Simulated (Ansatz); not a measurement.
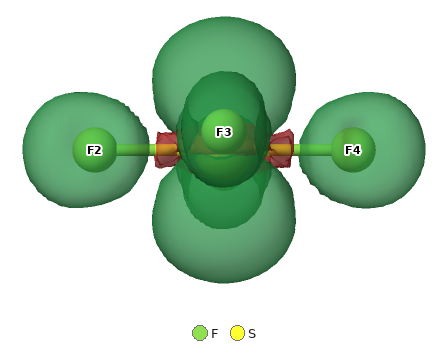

F$_{4}$S (SMILES FS(F)(F)F) (triplet). Isosurfaces of the spin density at +0.02 (green) and −0.02 e/Å³ (red), seen from one side.

Geometry: PBE0-D3(BJ)/pcseg-1.

These are results of isolated molecule in a Gaussian basis; Kohn-Sham density functional theory, functional PBE0 in Ansatz, not measurements.

```csv
atom,x (Å),y (Å),z (Å)
F,0.1278,-1.5875,3.2891
F,-0.7225,-0.1825,1.5747
F,-1.1578,-2.0889,0.2283
F,-0.3074,-3.4939,1.9428
S,-0.5150,-1.8382,1.7587
```

> Which atoms carry the spin?

The unpaired spin (2 electrons) lies mostly on S5 (about 1.0), F1 (about 0.3), F3 (about 0.3), F2 (about 0.3) and F4 (about 0.3), in electrons by Hirshfeld's partition.
